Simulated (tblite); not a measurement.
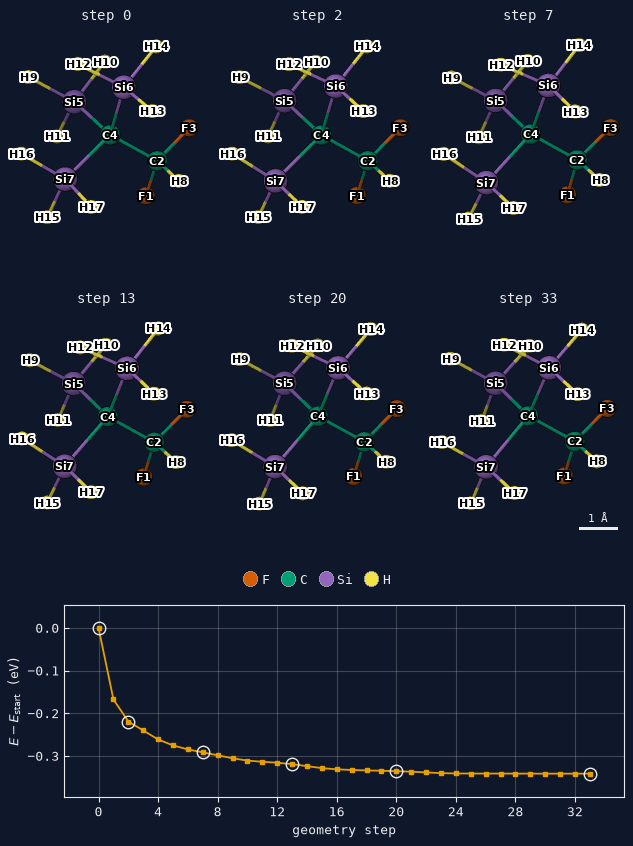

Frames of a relaxation of C₂H₁₀F₂Si₃, marked on the history of the run. A ball-and-stick model, seen from a free direction.

The calculation used tblite 0.8.0, GFN2-xTB geometry optimisation, gas phase. 

**What happens along the run?**

H16 moves most after the best rigid fit: 0.15 Å. Largest moves by element: H 0.15 Å, C 0.14 Å, Si 0.13 Å, F 0.13 Å. Near-neighbour distances that change, for instance: C4–Si5 1.833 → 1.918 Å, C4–Si6 1.853 → 1.910 Å, Si5–H9 1.491 → 1.464 Å, Si5–H10 1.484 → 1.462 Å. Among the angles between lasting bonds that change: Si6–C4–Si7 105.0° → 111.8°, C2–C4–Si5 114.5° → 108.1°, C2–C4–Si7 112.6° → 107.4°. Over 33 geometry steps the energy falls by 0.341 eV. The run took 0.44 s on 1 thread of Arm Neoverse N1, with other jobs on the host. From step 0 to 2: Si5 moves most (0.06 Å), energy −0.219 eV. From step 2 to 7: C4 moves most (0.06 Å), energy −0.072 eV. From step 7 to 13: F and H atoms move most (0.06 Å), energy −0.028 eV. From step 13 to 20: H atoms move most (0.07 Å), energy −0.016 eV. From step 20 to 33: H atoms move most (0.06 Å), energy −0.006 eV.
